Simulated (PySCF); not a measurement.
## Geometry relaxation, with input and output: CH₅FN₂Si

The run: geometry relaxation of CH₅FN₂Si, SMILES C=NN[SiH2]F. Method and program: PBE0-D3(BJ)/def2-SVP geometry optimisation, gas phase (PySCF 2.14.0).

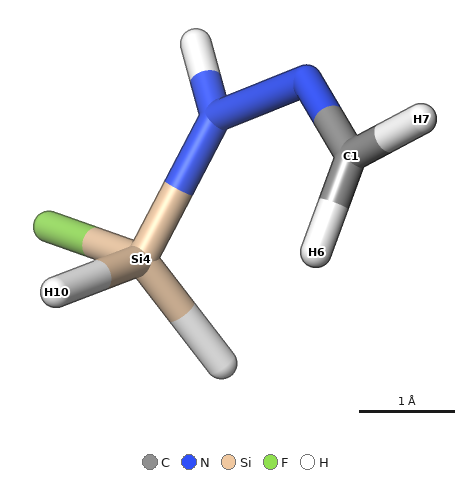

Figure 1. The starting structure (stick view, seen at a tilt; atoms are numbered from 1 in the order of the input). Bond lengths as drawn: C–H 1.07 to 1.09 Å, C–N 1.28 Å, F–Si 1.64 Å, H–N 1.00 Å, H–Si 1.46 Å, N–N 1.36 Å and N–Si 1.70 Å.

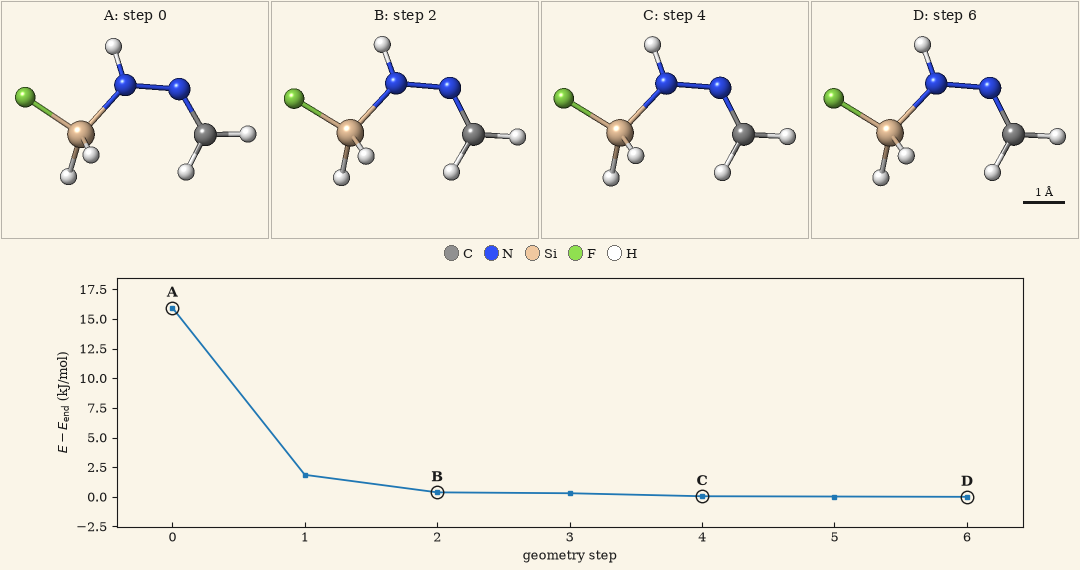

Figure 2. Frames of the relaxation (ball-and-stick view, seen at a tilt) above the curves, on which the letters mark them (steps are counted from 0).

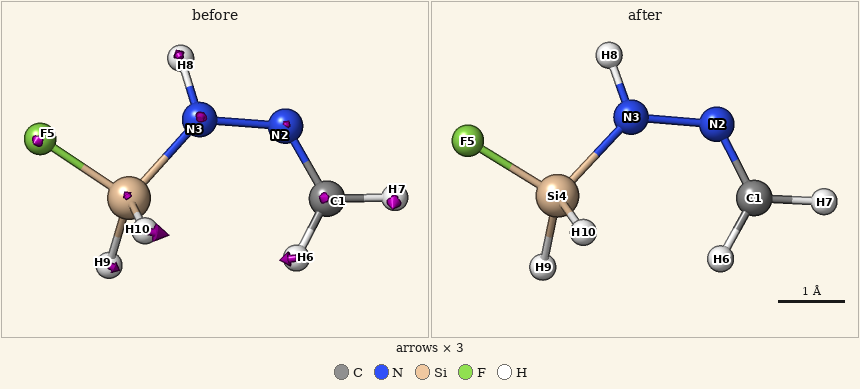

Figure 3. Before (left) and after (right) the relaxation, at one scale (ball-and-stick view, seen at a tilt). The pink arrows give the displacements, magnified 3 times. The energy falls by 15.9 kJ/mol in 6 geometry steps. Largest force component: 2.3 eV/Å at the start, 0.014 eV/Å at the end. The largest move after the best rigid fit is that of H10, 0.14 Å. By element the largest moves are H 0.14 Å, F 0.07 Å, N 0.06 Å, C 0.06 Å, Si 0.04 Å. Among the contacts that change: N3–Si4 1.704 → 1.748 Å, Si4–H10 1.461 → 1.488 Å, C1–H7 1.067 → 1.093 Å, C1–H6 1.085 → 1.106 Å. Among the angles that change: H9–Si4–H10 114.3° → 110.4°, F5–Si4–H10 105.5° → 109.4°, Si4–N3–H8 121.8° → 118.1°. (Atoms are counted from 1 in the order of the input.)

The input that produced these results follows, with the program's output.

Input file:
```
{"job": {"xc": "PBE0", "basis": "def2-SVP", "d3": "d3bj", "grid": 1, "shake": 0.01, "kind": "geom"}, "charge": 0, "multiplicity": 1}
C      1.852240     0.064060     0.025230
N      1.081270     0.281250    -0.979000
N     -0.268620     0.194660    -0.884100
Si    -1.235320    -0.175050     0.469600
F     -2.714390    -0.091880    -0.236430
H      1.466920    -0.155140     1.016060
H      2.901920     0.173360    -0.134610
H     -0.666230     0.389180    -1.776090
H     -1.121190    -1.541980     0.958310
H     -1.246170     0.840600     1.519970
```

The first line tells a small driver script what to run in PySCF; the rest is the geometry in Å.

Launch command:
```bash
OMP_NUM_THREADS=1 python <driver script> task.json out
```

Log:
```
step   0  E = -539.30044204  max force = 0.044250
step   1  E = -539.30580592  max force = 0.009411
step   2  E = -539.30636911  max force = 0.004091
step   3  E = -539.30639761  max force = 0.003435
step   4  E = -539.30649397  max force = 0.001174
step   5  E = -539.30650303  max force = 0.000693
step   6  E = -539.30651287  max force = 0.000279
optimisation converged
```

Trajectory as extended XYZ (Å, eV, eV/Å), 7 frames, from step=0 to step=6:
```
10
Properties=species:S:1:pos:R:3:forces:R:3 step=0 energy=-14675.11251
C     1.8522    0.0641    0.0252   -1.7255   0.3677  -0.9719
N     1.0813    0.2812   -0.9790    0.3676  -0.1414   0.1265
N    -0.2686    0.1947   -0.8841    2.2754   0.0956   0.1272
Si   -1.2353   -0.1751    0.4696   -2.0204   0.0545  -0.3869
F    -2.7144   -0.0919   -0.2364    0.2311  -0.0252   0.2275
H     1.4669   -0.1551    1.0161   -0.0458  -0.2466   0.7199
H     2.9019    0.1734   -0.1346    0.9668   0.0168  -0.0415
H    -0.6662    0.3892   -1.7761   -0.7148   0.1261  -0.6457
H    -1.1212   -1.5420    0.9583    0.3628  -0.5078   0.3626
H    -1.2462    0.8406    1.5200    0.3028   0.2602   0.4824
10
Properties=species:S:1:pos:R:3:forces:R:3 step=1 energy=-14675.25847
C     1.7738    0.2882    0.1276    0.4839  -0.1464   0.2832
N     1.1247    0.3012   -0.9635   -0.2421   0.0947  -0.2303
N    -0.1986    0.0731   -0.9575   -0.3089   0.1582  -0.2291
Si   -1.2776   -0.2846    0.3685    0.3301  -0.0809   0.1830
F    -2.7449   -0.2868   -0.3141   -0.0234  -0.0051  -0.0432
H     1.3395    0.0893    1.1273   -0.0086   0.0269  -0.1066
H     2.8580    0.4563    0.0674   -0.1761   0.0112   0.0785
H    -0.6247    0.2219   -1.8701    0.1521  -0.0849   0.0641
H    -0.9762   -1.6227    0.9437   -0.1073  -0.0431   0.0150
H    -1.2155    0.7380    1.4467   -0.0997   0.0693  -0.0145
10
Properties=species:S:1:pos:R:3:forces:R:3 step=2 energy=-14675.27379
C     1.7810    0.2580    0.1226   -0.2104  -0.0411  -0.0213
N     1.1170    0.3559   -0.9613    0.0828   0.0875  -0.1345
N    -0.2032    0.1049   -0.9664    0.0615   0.0276   0.1097
Si   -1.2564   -0.2681    0.3784    0.0227  -0.0674   0.0589
F    -2.7164   -0.3380   -0.3184   -0.0796  -0.0134  -0.0487
H     1.3242   -0.0444    1.0823    0.0876   0.0181   0.0879
H     2.8515    0.4828    0.1053   -0.0395  -0.0334  -0.0237
H    -0.6205    0.2212   -1.8846    0.0528   0.0014   0.0105
H    -0.9487   -1.5888    0.9923   -0.0134   0.0031   0.0014
H    -1.2701    0.7904    1.4257    0.0356   0.0174  -0.0404
10
Properties=species:S:1:pos:R:3:forces:R:3 step=3 energy=-14675.27457
C     1.7869    0.2553    0.1243    0.0880   0.0854  -0.0861
N     1.1168    0.3759   -0.9544    0.0292  -0.1222   0.1766
N    -0.2009    0.1165   -0.9511   -0.0322   0.0434  -0.0055
Si   -1.2699   -0.2724    0.3777   -0.0134  -0.0138  -0.0055
F    -2.7174   -0.3565   -0.3474   -0.0236  -0.0053  -0.0177
H     1.3766   -0.0471    1.1049   -0.1040  -0.0274  -0.0405
H     2.8565    0.4695    0.0780    0.0622   0.0239   0.0166
H    -0.6081    0.2271   -1.8732   -0.0593   0.0066  -0.0146
H    -0.9716   -1.5902    1.0028    0.0130   0.0127  -0.0085
H    -1.3105    0.7955    1.4143    0.0400  -0.0034  -0.0148
10
Properties=species:S:1:pos:R:3:forces:R:3 step=4 energy=-14675.27719
C     1.7819    0.2562    0.1270    0.0015   0.0322   0.0044
N     1.1182    0.3713   -0.9549    0.0140  -0.0604   0.0099
N    -0.2006    0.1152   -0.9567   -0.0061   0.0374  -0.0024
Si   -1.2643   -0.2729    0.3756   -0.0136  -0.0095  -0.0062
F    -2.7175   -0.3530   -0.3397    0.0001  -0.0044  -0.0027
H     1.3454   -0.0437    1.0975   -0.0034  -0.0137  -0.0008
H     2.8539    0.4674    0.0964    0.0067   0.0117   0.0061
H    -0.6109    0.2282   -1.8778   -0.0092   0.0041  -0.0020
H    -0.9606   -1.5906    0.9973   -0.0028   0.0031  -0.0040
H    -1.2872    0.7957    1.4114    0.0128  -0.0004  -0.0022
10
Properties=species:S:1:pos:R:3:forces:R:3 step=5 energy=-14675.27744
C     1.7797    0.2571    0.1332    0.0141  -0.0038   0.0060
N     1.1218    0.3598   -0.9534   -0.0214   0.0356   0.0000
N    -0.1987    0.1114   -0.9599    0.0053  -0.0057   0.0030
Si   -1.2649   -0.2737    0.3711   -0.0022  -0.0049  -0.0043
F    -2.7196   -0.3432   -0.3423    0.0044  -0.0001  -0.0008
H     1.3412   -0.0423    1.1031   -0.0087   0.0111  -0.0020
H     2.8501    0.4785    0.1073    0.0016  -0.0214   0.0010
H    -0.6078    0.2280   -1.8813    0.0129  -0.0095  -0.0012
H    -0.9682   -1.5945    0.9889   -0.0054  -0.0019  -0.0012
H    -1.2751    0.7926    1.4094   -0.0006   0.0006  -0.0004
10
Properties=species:S:1:pos:R:3:forces:R:3 step=6 energy=-14675.27771
C     1.7797    0.2591    0.1375   -0.0066  -0.0120   0.0025
N     1.1241    0.3605   -0.9507   -0.0018   0.0042  -0.0060
N    -0.1965    0.1132   -0.9597    0.0043   0.0143   0.0055
Si   -1.2659   -0.2748    0.3680    0.0001   0.0014  -0.0019
F    -2.7191   -0.3426   -0.3486    0.0040   0.0021  -0.0019
H     1.3354   -0.0314    1.1074    0.0022   0.0010   0.0028
H     2.8526    0.4679    0.1124   -0.0038   0.0013   0.0028
H    -0.6030    0.2296   -1.8823    0.0084  -0.0094  -0.0022
H    -0.9720   -1.5972    0.9838   -0.0015  -0.0018  -0.0023
H    -1.2767    0.7896    1.4082   -0.0053  -0.0012   0.0008
```

Results in brief:

```tsv
quantity	value
outcome	converged
total energy	−539.306513 hartree
dipole moment	1.05 D
point group	C1
hardware	1 CPU thread, shared host
wall time	33 s
peak memory	0.41 GiB
```
